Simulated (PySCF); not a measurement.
# C6H10GeN2: the cost of one run

Computed with PySCF 2.14.0 and routines of our own; the level stands in each step. Atoms count from 0.

### 1 The system as given

19 atoms, charge -1, multiplicity 2; geometry from: GFN2-xTB.

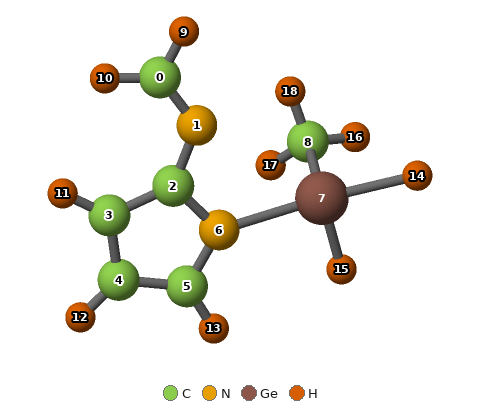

The starting geometry (carbon green, nitrogen amber, germanium brown, hydrogen orange).

### 2 Open-shell or spin-flip excitations: unrestricted TDDFT BHandHLYP/def2-SVP in cyclohexane

The job: settings as JSON, then the geometry in Å.

```
{"job": {"kind": "uabs", "xc": "BHandHLYP", "basis": "def2-SVP", "nstates": 10, "tda": false, "solvent": "cyclohexane", "pol": false}, "charge": -1, "multiplicity": 2}
C     -1.882701    -1.985350     0.721699
N     -1.053583    -1.258470     0.096427
C     -1.060193     0.098158     0.116888
C     -1.926932     1.056925     0.656257
C     -1.398671     2.294997     0.299878
C     -0.242351     2.036686    -0.425395
N     -0.042381     0.724825    -0.526229
Ge     1.434792    -0.505203    -1.465884
C      2.371057    -0.912829     0.293282
H     -1.795611    -3.059145     0.625674
H     -2.692966    -1.615746     1.360404
H     -2.829382     0.877690     1.216843
H     -1.802916     3.265347     0.540686
H      0.451690     2.731324    -0.865735
H      2.573082    -1.625946    -2.620948
H      2.250354     0.842200    -1.883063
H      3.416243    -1.141460     0.105191
H      2.305889    -0.052307     0.953141
H      1.914777    -1.762445     0.793424
```

Method: unrestricted TDDFT BHandHLYP/def2-SVP, vertical, IEF-PCM cyclohexane (non-equilibrium linear response), core orbitals frozen in the response.

On the command line:

```
$ OMP_NUM_THREADS=1 python excited_run.py task.json out
```

The driver reads the jobs from task.json and runs them one after another.

**Question.** How long does this job take on 1 thread of Intel Xeon at 2.50GHz, shared host, and how much memory does it need?

About 4.7 min, with a peak of 0.99 GiB.
